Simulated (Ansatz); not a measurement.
## A ladder of methods for Si2NH6 (SMILES N[SiH][SiH3])

Si2NH6: 9 atoms, total charge 0, spin state doublet. As SMILES, `N[SiH][SiH3]`. The shape was relaxed beforehand at B3LYP/def2-SVP. This is one conformer, not always the lowest.

```xyz
9

N    -0.7998    0.8425   -1.4155
Si   -0.4329    0.9159    0.2916
Si    0.6265   -1.0825    0.9728
H    -1.3835    0.0989   -1.7886
H    -0.9139    1.6963   -1.9554
H     0.4775    2.1000    0.4513
H     1.9438   -1.3420    0.3093
H    -0.2721   -2.2383    0.6668
H     0.8429   -1.0370    2.4506
```

Each level gives the adiabatic ionisation energy (to the singlet cation, shapes relaxed at B3LYP/def2-SVP, no zero-point term) (eV). The values are calculated.

| level | kind | program | value (eV) | less CCSD(T)/def2-TZVP |
| --- | --- | --- | --- | --- |
| UHF/def2-TZVP | Hartree–Fock | Ansatz | 5.81 | -0.35 |
| UPBE/def2-TZVP | GGA | Ansatz | 6.30 | +0.14 |
| U-r2SCAN/def2-TZVP | meta-GGA | Ansatz | 6.41 | +0.25 |
| UB3LYP/def2-TZVP | global hybrid | Ansatz | 6.31 | +0.15 |
| U-wB97M-V/def2-TZVP | range-separated hybrid | Ansatz | 6.14 | -0.02 |
| UMP2/def2-TZVP | perturbation theory | Ansatz | 6.08 | -0.08 |
| UCCSD(T)/def2-TZVP | coupled cluster or CI | Ansatz | 6.16 | 0.00 |

UCCSD(T)/def2-TZVP is the highest level here, not the true value. The values span 5.81 to 6.41 eV.

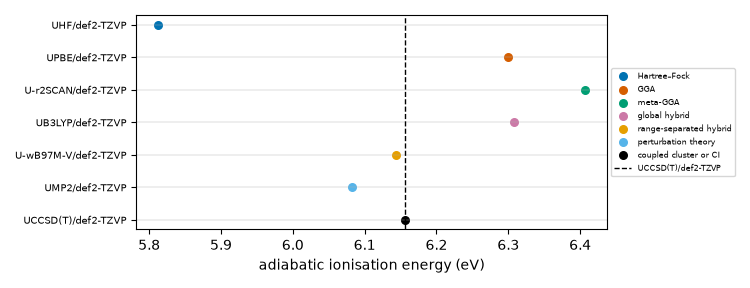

The values of the table, level by level.
